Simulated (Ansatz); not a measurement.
## Electronic structure of CH$_{6}$ClFSi$_{2}$ (SMILES F[SiH2]C[SiH2]Cl) in real space

Input file:

```
crystal:
  periodic: [false, false, false]
  atoms:
    - {symbol: F, position_ang: [-2.790409, -0.889636, 0.264569]}
    - {symbol: Si, position_ang: [-1.446065, -0.535567, -0.530686]}
    - {symbol: C, position_ang: [-0.153592, 0.021346, 0.680737]}
    - {symbol: Si, position_ang: [1.500193, 0.473533, -0.040408]}
    - {symbol: Cl, position_ang: [2.776852, 1.058731, 1.464110]}
    - {symbol: H, position_ang: [-1.770733, 0.539855, -1.499048]}
    - {symbol: H, position_ang: [-1.015554, -1.760982, -1.246767]}
    - {symbol: H, position_ang: [0.003174, -0.778389, 1.413552]}
    - {symbol: H, position_ang: [-0.537587, 0.892653, 1.223357]}
    - {symbol: H, position_ang: [1.378683, 1.608335, -0.986057]}
    - {symbol: H, position_ang: [2.120338, -0.686879, -0.722760]}
basis:
  gaussian: {orbitals: def2-TZVPP}
hamiltonian: {xc: pbe0, dispersion: d4}
output: {orbitals: {seedname: orbitals}}
```

Run with:

```sh
ansatz run in.yaml --threads 4 --pin off --events-out ev --progress --plain --max-ram 10444MiB
```

Geometry: PBE0-D4/def2-TZVP.

Level of theory: Ansatz 0.2.0, RKS PBE0-D4/def2-TZVPP.

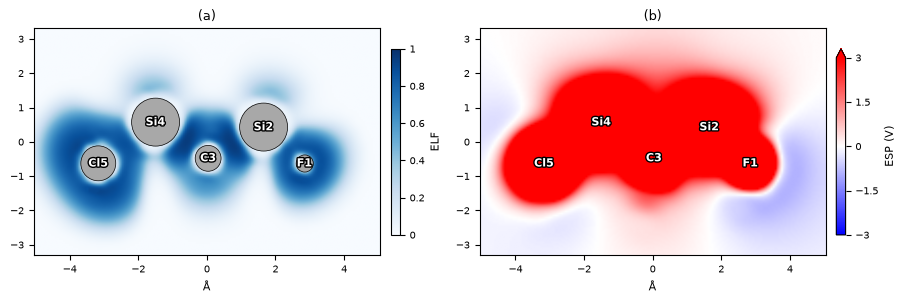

Figure 1. (a) ELF; (b) electrostatic potential on the plane of atoms Si2, C3 and Si4. Grey discs cover the atomic cores in the ELF map.

### Interpret the plot.

The section cuts through F, Si, C and Cl sites. Si–F (1.60 Å): the ELF peaks at about 0.85 in the valence shell of F, 0.6 Å from its nucleus, and is about 0.55 at the midpoint. C–Si (1.86 Å): the ELF peaks at about 0.95 between the atoms; a covalent bond. Si–Cl (2.06 Å): the ELF peaks at about 0.85 between the atoms: a polar covalent bond. The ELF also peaks beside Cl5 and F1, away from the bonds: lone-pair regions. Outside the dense part of the molecule the potential is most negative (−0.9 V) near F1.

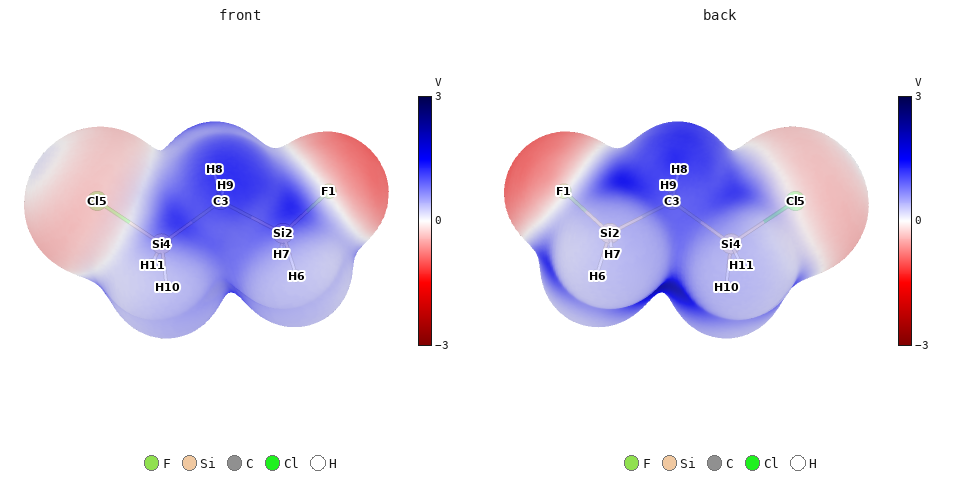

Figure 2. The molecular electrostatic potential painted on the density surface at 0.002 e/bohr³, seen from the front and from behind; the colour scale runs from red (negative) to blue (positive).

### Describe the electrostatic potential map.

The most negative region (about −0.9 V) lies over F1, the most positive (about +2.0 V) over Si2 and Si4.

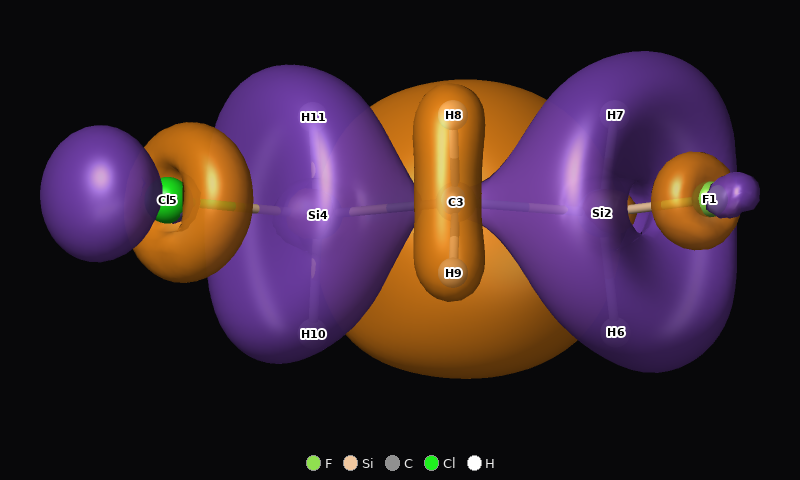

Figure 3. The LUMO at ±0.08 Å⁻³ᐟ² (orange and purple are the two phases), seen from one side.

### Where does this orbital lie, and at what energy?

Its weight (Hirshfeld) is mainly on Si2 (about 30 %), Si4 (about 30 %), Cl5 (about 10 %) and C3 (about 5 %). Its energy is −0.56 eV.

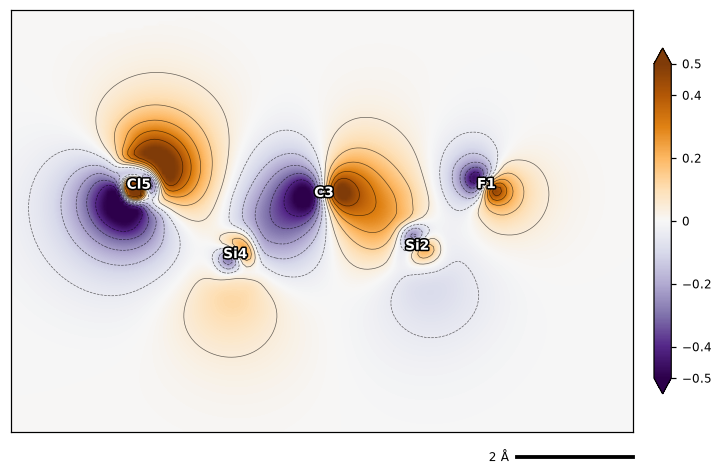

Figure 4. One frontier orbital on the plane of atoms F1, Si2 and C3 (values in Å⁻³ᐟ²; the overall sign is arbitrary).

### Which orbital is it: HOMO or LUMO?

The HOMO, at −8.89 eV. It lies mainly on Cl5 (about 50 %), C3 (about 20 %), Si4 (about 10 %) and Si2 (about 5 %).
